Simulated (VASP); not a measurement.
Band structure of PbS (space group Cmcm). Level of theory: r2SCAN meta-GGA, VASP's PBE PAW potentials (set 64) (plane waves; VASP).

The path is coarsely sampled, so an indirect gap can come out somewhat too large. Unless said otherwise, spin-orbit coupling is left out, though it shifts the bands of the heavy elements here.

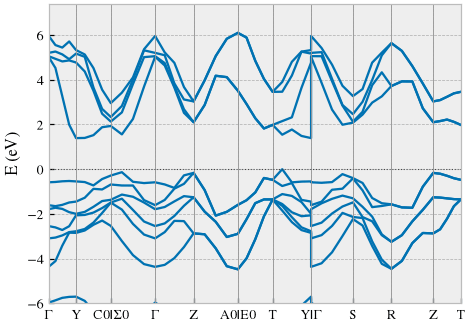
Figure. Bands along high-symmetry lines, zero at the valence-band maximum or, without a gap, the Fermi level

Problem. Read the plot: is there a gap, and where are the band edges?

Solution. The gap is indirect, 1.39 eV, from the valence maximum at T-Y at 0.25 to the conduction minimum at Y.

The structure comes from a computed database's PbS entry (Cmcm); how it stands against other phases isn't given here. It was relaxed first.
